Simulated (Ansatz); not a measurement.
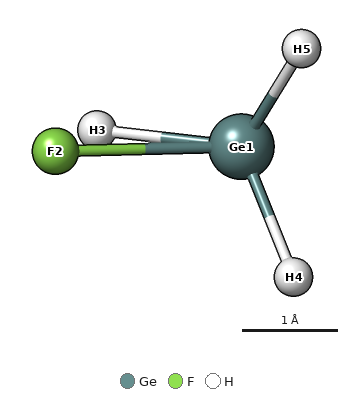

Fig. 1: The structure as given in the input (ball-and-stick view, seen at a tilt; atoms are numbered from 1 in the order of the input). Sticks mark near contacts.

**Run report: GeH3F, molecular dynamics (part 1 of 3)**

The run: molecular dynamics of GeH3F. Method and program: RKS B3LYP-D4/def2-SVP (Ansatz 0.2.0).

It belongs to a series of runs on one base structure; here: dynamics from the highest image of the converged band. Figures and captions count atoms from 1; the log counts them from 0 in places.

### What the program printed
```
Engine: ansatz 0.2.0, x86_64-unknown-linux-gnu
Functional definition: B3LYP
  parameter a0 = 0.2
  parameter ax = 0.72
  parameter ac = 0.81
  exchange = (1 - a0 - ax)*slater_x + ax*b88_x + a0*exact_x
  correlation = (1 - ac)*vwn_rpa_c + ac*lyp_c
651 factors; integrals over basis functions are off by at most 3.8e-4 eV
mean field evaluation 1: about -59271.7647 eV, gradient 3.6e1 eV
mean field evaluation 2: about -59256.4263 eV, gradient 9.9e1 eV
mean field evaluation 4: about -59273.8660 eV, gradient 4.0e0 eV
mean field evaluation 8: about -59273.8938 eV, gradient 1.2e-2 eV
mean field -59273.89378659 eV, -2178.2754193688 hartree, gradient 4.6e-5 eV, S^2 0.000000; 0 other end points of the search recorded, 0 dependent functions left out
the calculation of the forces begins
reference -59273.89398003 eV, -2178.2754264778 hartree; 22, 22 occupied and 39, 39 virtual orbitals, 651 factors
md step     0: t =     0.00 fs  T =   100.0 K  F+E_penalty+E_count = -59273.97037713 eV  E_kin = 0.038778 eV  conserved = -59273.93159913 eV  (25 SCF iters)
these checks for a lower state are left out or cut short: starts, cluster_reference, orbital_swaps, neighbouring_geometries, increment
651 factors; integrals over basis functions are off by at most 3.7e-4 eV
mean field evaluation 16: about -59273.8883 eV, gradient 5.2e-1 eV
mean field -59273.89392990 eV, -2178.2754246357 hartree, gradient 7.2e-5 eV, S^2 0.000000; 0 other end points of the search recorded, 0 dependent functions left out
the calculation of the forces begins
reference -59273.89412342 eV, -2178.2754317473 hartree; 22, 22 occupied and 39, 39 virtual orbitals, 651 factors
md step     1: t =     0.50 fs  T =   100.4 K  F+E_penalty+E_count = -59273.97052080 eV  E_kin = 0.038924 eV  conserved = -59273.93159700 eV  (25 SCF iters)
[... from here on the SCF iterations and repeated set-up lines of each step are left out, up to the last step ...]
md step     2: t =     1.00 fs  T =   101.6 K  F+E_penalty+E_count = -59273.97100696 eV  E_kin = 0.039416 eV  conserved = -59273.93159075 eV  (25 SCF iters)
md step     3: t =     1.50 fs  T =   104.1 K  F+E_penalty+E_count = -59273.97193784 eV  E_kin = 0.040357 eV  conserved = -59273.93158086 eV  (25 SCF iters)
md step     4: t =     2.00 fs  T =   108.1 K  F+E_penalty+E_count = -59273.97347546 eV  E_kin = 0.041908 eV  conserved = -59273.93156765 eV  (25 SCF iters)
md step     5: t =     2.50 fs  T =   114.2 K  F+E_penalty+E_count = -59273.97583570 eV  E_kin = 0.044284 eV  conserved = -59273.93155162 eV  (25 SCF iters)
md step     6: t =     3.00 fs  T =   123.1 K  F+E_penalty+E_count = -59273.97928101 eV  E_kin = 0.047748 eV  conserved = -59273.93153292 eV  (25 SCF iters)
md step     7: t =     3.50 fs  T =   135.7 K  F+E_penalty+E_count = -59273.98411577 eV  E_kin = 0.052603 eV  conserved = -59273.93151228 eV  (25 SCF iters)
md step     8: t =     4.00 fs  T =   152.6 K  F+E_penalty+E_count = -59273.99068176 eV  E_kin = 0.059192 eV  conserved = -59273.93148949 eV  (25 SCF iters)
md step     9: t =     4.50 fs  T =   175.1 K  F+E_penalty+E_count = -59273.99935975 eV  E_kin = 0.067895 eV  conserved = -59273.93146426 eV  (25 SCF iters)
md step    10: t =     5.00 fs  T =   204.1 K  F+E_penalty+E_count = -59274.01057426 eV  E_kin = 0.079138 eV  conserved = -59273.93143618 eV  (25 SCF iters)
md step    11: t =     5.50 fs  T =   240.9 K  F+E_penalty+E_count = -59274.02480111 eV  E_kin = 0.093398 eV  conserved = -59273.93140351 eV  (28 SCF iters)
md step    12: t =     6.00 fs  T =   286.8 K  F+E_penalty+E_count = -59274.04258300 eV  E_kin = 0.111215 eV  conserved = -59273.93136779 eV  (28 SCF iters)
md step    13: t =     6.50 fs  T =   343.5 K  F+E_penalty+E_count = -59274.06453464 eV  E_kin = 0.133207 eV  conserved = -59273.93132746 eV  (28 SCF iters)
md step    14: t =     7.00 fs  T =   412.8 K  F+E_penalty+E_count = -59274.09135682 eV  E_kin = 0.160074 eV  conserved = -59273.93128276 eV  (28 SCF iters)
md step    15: t =     7.50 fs  T =   496.7 K  F+E_penalty+E_count = -59274.12383865 eV  E_kin = 0.192605 eV  conserved = -59273.93123411 eV  (28 SCF iters)
md step    16: t =     8.00 fs  T =   597.4 K  F+E_penalty+E_count = -59274.16285314 eV  E_kin = 0.231670 eV  conserved = -59273.93118269 eV  (28 SCF iters, 3 dispersion substeps)
md step    17: t =     8.50 fs  T =   717.4 K  F+E_penalty+E_count = -59274.20933983 eV  E_kin = 0.278209 eV  conserved = -59273.93113097 eV  (28 SCF iters, 3 dispersion substeps)
md step    18: t =     9.00 fs  T =   859.2 K  F+E_penalty+E_count = -59274.26427143 eV  E_kin = 0.333189 eV  conserved = -59273.93108228 eV  (27 SCF iters, 3 dispersion substeps)
md step    19: t =     9.50 fs  T =  1025.2 K  F+E_penalty+E_count = -59274.32860390 eV  E_kin = 0.397562 eV  conserved = -59273.93104163 eV  (26 SCF iters, 3 dispersion substeps)
md step    20: t =    10.00 fs  T =  1217.7 K  F+E_penalty+E_count = -59274.40320221 eV  E_kin = 0.472186 eV  conserved = -59273.93101611 eV  (27 SCF iters, 3 dispersion substeps)
md step    21: t =    10.50 fs  T =  1438.2 K  F+E_penalty+E_count = -59274.48873579 eV  E_kin = 0.557721 eV  conserved = -59273.93101490 eV  (27 SCF iters, 3 dispersion substeps)
md step    22: t =    11.00 fs  T =  1687.8 K  F+E_penalty+E_count = -59274.58554576 eV  E_kin = 0.654497 eV  conserved = -59273.93104909 eV  (27 SCF iters, 3 dispersion substeps)
md step    23: t =    11.50 fs  T =  1965.9 K  F+E_penalty+E_count = -59274.69348514 eV  E_kin = 0.762353 eV  conserved = -59273.93113195 eV  (27 SCF iters, 3 dispersion substeps)
md step    24: t =    12.00 fs  T =  2270.5 K  F+E_penalty+E_count = -59274.81173873 eV  E_kin = 0.880464 eV  conserved = -59273.93127472 eV  (28 SCF iters, 3 dispersion substeps)
md step    25: t =    12.50 fs  T =  2597.3 K  F+E_penalty+E_count = -59274.93867084 eV  E_kin = 1.007188 eV  conserved = -59273.93148303 eV  (27 SCF iters, 3 dispersion substeps)
md step    26: t =    13.00 fs  T =  2939.8 K  F+E_penalty+E_count = -59275.07175035 eV  E_kin = 1.139995 eV  conserved = -59273.93175519 eV  (27 SCF iters, 3 dispersion substeps)
md step    27: t =    13.50 fs  T =  3289.3 K  F+E_penalty+E_count = -59275.20758858 eV  E_kin = 1.275511 eV  conserved = -59273.93207790 eV  (27 SCF iters, 3 dispersion substeps)
md step    28: t =    14.00 fs  T =  3635.3 K  F+E_penalty+E_count = -59275.34213149 eV  E_kin = 1.409704 eV  conserved = -59273.93242792 eV  (26 SCF iters, 3 dispersion substeps)
md step    29: t =    14.50 fs  T =  3966.7 K  F+E_penalty+E_count = -59275.47098808 eV  E_kin = 1.538212 eV  conserved = -59273.93277598 eV  (26 SCF iters, 3 dispersion substeps)
md step    30: t =    15.00 fs  T =  4272.4 K  F+E_penalty+E_count = -59275.58984836 eV  E_kin = 1.656761 eV  conserved = -59273.93308767 eV  (23 SCF iters, 3 dispersion substeps)
md step    31: t =    15.50 fs  T =  4542.8 K  F+E_penalty+E_count = -59275.69493692 eV  E_kin = 1.761599 eV  conserved = -59273.93333763 eV  (23 SCF iters, 3 dispersion substeps)
md step    32: t =    16.00 fs  T =  4770.4 K  F+E_penalty+E_count = -59275.78336355 eV  E_kin = 1.849853 eV  conserved = -59273.93351042 eV  (23 SCF iters, 3 dispersion substeps)
md step    33: t =    16.50 fs  T =  4950.6 K  F+E_penalty+E_count = -59275.85333360 eV  E_kin = 1.919735 eV  conserved = -59273.93359841 eV  (24 SCF iters, 3 dispersion substeps)
md step    34: t =    17.00 fs  T =  5081.8 K  F+E_penalty+E_count = -59275.90421745 eV  E_kin = 1.970611 eV  conserved = -59273.93360665 eV  (24 SCF iters, 3 dispersion substeps)
md step    35: t =    17.50 fs  T =  5165.1 K  F+E_penalty+E_count = -59275.93646516 eV  E_kin = 2.002918 eV  conserved = -59273.93354677 eV  (24 SCF iters, 3 dispersion substeps)
md step    36: t =    18.00 fs  T =  5203.9 K  F+E_penalty+E_count = -59275.95141916 eV  E_kin = 2.017982 eV  conserved = -59273.93343698 eV  (23 SCF iters, 3 dispersion substeps)
md step    37: t =    18.50 fs  T =  5203.3 K  F+E_penalty+E_count = -59275.95104947 eV  E_kin = 2.017753 eV  conserved = -59273.93329664 eV  (24 SCF iters, 3 dispersion substeps)
md step    38: t =    19.00 fs  T =  5169.2 K  F+E_penalty+E_count = -59275.93767384 eV  E_kin = 2.004532 eV  conserved = -59273.93314216 eV  (23 SCF iters, 3 dispersion substeps)
md step    39: t =    19.50 fs  T =  5107.9 K  F+E_penalty+E_count = -59275.91371666 eV  E_kin = 1.980730 eV  conserved = -59273.93298701 eV  (24 SCF iters, 3 dispersion substeps)
md step    40: t =    20.00 fs  T =  5025.2 K  F+E_penalty+E_count = -59275.88153123 eV  E_kin = 1.948691 eV  conserved = -59273.93284062 eV  (22 SCF iters, 3 dispersion substeps)
md step    41: t =    20.50 fs  T =  4927.0 K  F+E_penalty+E_count = -59275.84328536 eV  E_kin = 1.910576 eV  conserved = -59273.93270956 eV  (24 SCF iters, 3 dispersion substeps)
md step    42: t =    21.00 fs  T =  4817.9 K  F+E_penalty+E_count = -59275.80088490 eV  E_kin = 1.868289 eV  conserved = -59273.93259622 eV  (24 SCF iters, 3 dispersion substeps)
md step    43: t =    21.50 fs  T =  4702.2 K  F+E_penalty+E_count = -59275.75593590 eV  E_kin = 1.823433 eV  conserved = -59273.93250313 eV  (24 SCF iters, 3 dispersion substeps)
md step    44: t =    22.00 fs  T =  4583.3 K  F+E_penalty+E_count = -59275.70973023 eV  E_kin = 1.777301 eV  conserved = -59273.93242881 eV  (24 SCF iters, 3 dispersion substeps)
md step    45: t =    22.50 fs  T =  4463.6 K  F+E_penalty+E_count = -59275.66326686 eV  E_kin = 1.730894 eV  conserved = -59273.93237272 eV  (24 SCF iters, 3 dispersion substeps)
md step    46: t =    23.00 fs  T =  4345.1 K  F+E_penalty+E_count = -59275.61727421 eV  E_kin = 1.684941 eV  conserved = -59273.93233342 eV  (23 SCF iters, 3 dispersion substeps)
md step    47: t =    23.50 fs  T =  4229.0 K  F+E_penalty+E_count = -59275.57223610 eV  E_kin = 1.639927 eV  conserved = -59273.93230906 eV  (23 SCF iters, 3 dispersion substeps)
md step    48: t =    24.00 fs  T =  4116.1 K  F+E_penalty+E_count = -59275.52842164 eV  E_kin = 1.596123 eV  conserved = -59273.93229879 eV  (24 SCF iters, 3 dispersion substeps)
md step    49: t =    24.50 fs  T =  4006.4 K  F+E_penalty+E_count = -59275.48590864 eV  E_kin = 1.553608 eV  conserved = -59273.93230098 eV  (23 SCF iters, 3 dispersion substeps)
md step    50: t =    25.00 fs  T =  3899.9 K  F+E_penalty+E_count = -59275.44461152 eV  E_kin = 1.512298 eV  conserved = -59273.93231370 eV  (23 SCF iters, 3 dispersion substeps)
md step    51: t =    25.50 fs  T =  3795.9 K  F+E_penalty+E_count = -59275.40430950 eV  E_kin = 1.471974 eV  conserved = -59273.93233580 eV  (23 SCF iters, 3 dispersion substeps)
md step    52: t =    26.00 fs  T =  3693.6 K  F+E_penalty+E_count = -59275.36466883 eV  E_kin = 1.432303 eV  conserved = -59273.93236556 eV  (23 SCF iters, 3 dispersion substeps)
md step    53: t =    26.50 fs  T =  3591.9 K  F+E_penalty+E_count = -59275.32527192 eV  E_kin = 1.392870 eV  conserved = -59273.93240188 eV  (23 SCF iters, 3 dispersion substeps)
md step    54: t =    27.00 fs  T =  3489.6 K  F+E_penalty+E_count = -59275.28564114 eV  E_kin = 1.353198 eV  conserved = -59273.93244350 eV  (22 SCF iters, 3 dispersion substeps)
md step    55: t =    27.50 fs  T =  3385.3 K  F+E_penalty+E_count = -59275.24524317 eV  E_kin = 1.312752 eV  conserved = -59273.93249090 eV  (22 SCF iters, 3 dispersion substeps)
md step    56: t =    28.00 fs  T =  3277.4 K  F+E_penalty+E_count = -59275.20347057 eV  E_kin = 1.270927 eV  conserved = -59273.93254332 eV  (23 SCF iters, 3 dispersion substeps)
md step    57: t =    28.50 fs  T =  3164.3 K  F+E_penalty+E_count = -59275.15964675 eV  E_kin = 1.227047 eV  conserved = -59273.93259935 eV  (23 SCF iters, 3 dispersion substeps)
md step    58: t =    29.00 fs  T =  3044.0 K  F+E_penalty+E_count = -59275.11307630 eV  E_kin = 1.180421 eV  conserved = -59273.93265517 eV  (23 SCF iters, 3 dispersion substeps)
md step    59: t =    29.50 fs  T =  2915.2 K  F+E_penalty+E_count = -59275.06314150 eV  E_kin = 1.130441 eV  conserved = -59273.93270071 eV  (24 SCF iters, 3 dispersion substeps)
md step    60: t =    30.00 fs  T =  2776.7 K  F+E_penalty+E_count = -59275.00945969 eV  E_kin = 1.076736 eV  conserved = -59273.93272382 eV  (23 SCF iters, 3 dispersion substeps)
md step    61: t =    30.50 fs  T =  2628.8 K  F+E_penalty+E_count = -59274.95209828 eV  E_kin = 1.019391 eV  conserved = -59273.93270702 eV  (23 SCF iters, 3 dispersion substeps)
md step    62: t =    31.00 fs  T =  2473.6 K  F+E_penalty+E_count = -59274.89185882 eV  E_kin = 0.959231 eV  conserved = -59273.93262760 eV  (23 SCF iters, 3 dispersion substeps)
md step    63: t =    31.50 fs  T =  2316.1 K  F+E_penalty+E_count = -59274.83059764 eV  E_kin = 0.898131 eV  conserved = -59273.93246702 eV  (23 SCF iters, 3 dispersion substeps)
md step    64: t =    32.00 fs  T =  2164.2 K  F+E_penalty+E_count = -59274.77147098 eV  E_kin = 0.839251 eV  conserved = -59273.93222013 eV  (22 SCF iters, 3 dispersion substeps)
md step    65: t =    32.50 fs  T =  2029.6 K  F+E_penalty+E_count = -59274.71894006 eV  E_kin = 0.787029 eV  conserved = -59273.93191101 eV  (22 SCF iters, 3 dispersion substeps)
md step    66: t =    33.00 fs  T =  1925.6 K  F+E_penalty+E_count = -59274.67832691 eV  E_kin = 0.746727 eV  conserved = -59273.93160014 eV  (22 SCF iters, 3 dispersion substeps)
md step    67: t =    33.50 fs  T =  1865.6 K  F+E_penalty+E_count = -59274.65482567 eV  E_kin = 0.723450 eV  conserved = -59273.93137522 eV  (22 SCF iters, 3 dispersion substeps)
md step    68: t =    34.00 fs  T =  1858.8 K  F+E_penalty+E_count = -59274.65213189 eV  E_kin = 0.720810 eV  conserved = -59273.93132225 eV  (22 SCF iters, 3 dispersion substeps)
md step    69: t =    34.50 fs  T =  1907.4 K  F+E_penalty+E_count = -59274.67115170 eV  E_kin = 0.739668 eV  conserved = -59273.93148370 eV  (22 SCF iters, 3 dispersion substeps)
md step    70: t =    35.00 fs  T =  2005.2 K  F+E_penalty+E_count = -59274.70939134 eV  E_kin = 0.777557 eV  conserved = -59273.93183421 eV  (22 SCF iters, 3 dispersion substeps)
md step    71: t =    35.50 fs  T =  2138.1 K  F+E_penalty+E_count = -59274.76139299 eV  E_kin = 0.829110 eV  conserved = -59273.93228307 eV  (22 SCF iters, 3 dispersion substeps)
md step    72: t =    36.00 fs  T =  2288.4 K  F+E_penalty+E_count = -59274.82011251 eV  E_kin = 0.887395 eV  conserved = -59273.93271745 eV  (23 SCF iters, 3 dispersion substeps)
md step    73: t =    36.50 fs  T =  2438.5 K  F+E_penalty+E_count = -59274.87865343 eV  E_kin = 0.945608 eV  conserved = -59273.93304526 eV  (22 SCF iters, 3 dispersion substeps)
md step    74: t =    37.00 fs  T =  2574.9 K  F+E_penalty+E_count = -59274.93170655 eV  E_kin = 0.998486 eV  conserved = -59273.93322080 eV  (22 SCF iters, 3 dispersion substeps)
md step    75: t =    37.50 fs  T =  2689.8 K  F+E_penalty+E_count = -59274.97629048 eV  E_kin = 1.043046 eV  conserved = -59273.93324465 eV  (22 SCF iters, 3 dispersion substeps)
md step    76: t =    38.00 fs  T =  2781.5 K  F+E_penalty+E_count = -59275.01175650 eV  E_kin = 1.078602 eV  conserved = -59273.93315429 eV  (23 SCF iters, 3 dispersion substeps)
md step    77: t =    38.50 fs  T =  2852.8 K  F+E_penalty+E_count = -59275.03926432 eV  E_kin = 1.106267 eV  conserved = -59273.93299694 eV  (22 SCF iters, 3 dispersion substeps)
md step    78: t =    39.00 fs  T =  2909.5 K  F+E_penalty+E_count = -59275.06106581 eV  E_kin = 1.128248 eV  conserved = -59273.93281777 eV  (22 SCF iters, 3 dispersion substeps)
md step    79: t =    39.50 fs  T =  2958.3 K  F+E_penalty+E_count = -59275.07982096 eV  E_kin = 1.147174 eV  conserved = -59273.93264715 eV  (22 SCF iters, 3 dispersion substeps)
md step    80: t =    40.00 fs  T =  3005.8 K  F+E_penalty+E_count = -59275.09809161 eV  E_kin = 1.165586 eV  conserved = -59273.93250514 eV  (23 SCF iters, 3 dispersion substeps)
md step    81: t =    40.50 fs  T =  3057.5 K  F+E_penalty+E_count = -59275.11802164 eV  E_kin = 1.185621 eV  conserved = -59273.93240027 eV  (24 SCF iters, 3 dispersion substeps)
md step    82: t =    41.00 fs  T =  3117.4 K  F+E_penalty+E_count = -59275.14119393 eV  E_kin = 1.208862 eV  conserved = -59273.93233178 eV  (22 SCF iters, 3 dispersion substeps)
md step    83: t =    41.50 fs  T =  3188.2 K  F+E_penalty+E_count = -59275.16862590 eV  E_kin = 1.236329 eV  conserved = -59273.93229668 eV  (23 SCF iters, 3 dispersion substeps)
md step    84: t =    42.00 fs  T =  3271.3 K  F+E_penalty+E_count = -59275.20083796 eV  E_kin = 1.268553 eV  conserved = -59273.93228474 eV  (23 SCF iters, 3 dispersion substeps)
md step    85: t =    42.50 fs  T =  3367.1 K  F+E_penalty+E_count = -59275.23798661 eV  E_kin = 1.305699 eV  conserved = -59273.93228793 eV  (22 SCF iters, 3 dispersion substeps)
md step    86: t =    43.00 fs  T =  3475.5 K  F+E_penalty+E_count = -59275.28001256 eV  E_kin = 1.347717 eV  conserved = -59273.93229507 eV  (22 SCF iters, 3 dispersion substeps)
md step    87: t =    43.50 fs  T =  3596.1 K  F+E_penalty+E_count = -59275.32680112 eV  E_kin = 1.394503 eV  conserved = -59273.93229832 eV  (22 SCF iters, 3 dispersion substeps)
md step    88: t =    44.00 fs  T =  3728.9 K  F+E_penalty+E_count = -59275.37830249 eV  E_kin = 1.446009 eV  conserved = -59273.93229323 eV  (22 SCF iters, 3 dispersion substeps)
md step    89: t =    44.50 fs  T =  3874.1 K  F+E_penalty+E_count = -59275.43458428 eV  E_kin = 1.502302 eV  conserved = -59273.93228230 eV  (23 SCF iters, 3 dispersion substeps)
md step    90: t =    45.00 fs  T =  4031.9 K  F+E_penalty+E_count = -59275.49577239 eV  E_kin = 1.563494 eV  conserved = -59273.93227848 eV  (23 SCF iters, 3 dispersion substeps)
md step    91: t =    45.50 fs  T =  4202.2 K  F+E_penalty+E_count = -59275.56184457 eV  E_kin = 1.629545 eV  conserved = -59273.93229951 eV  (22 SCF iters, 3 dispersion substeps)
md step    92: t =    46.00 fs  T =  4383.8 K  F+E_penalty+E_count = -59275.63230769 eV  E_kin = 1.699938 eV  conserved = -59273.93236977 eV  (23 SCF iters, 3 dispersion substeps)
md step    93: t =    46.50 fs  T =  4573.0 K  F+E_penalty+E_count = -59275.70581217 eV  E_kin = 1.773299 eV  conserved = -59273.93251280 eV  (23 SCF iters, 3 dispersion substeps)
```
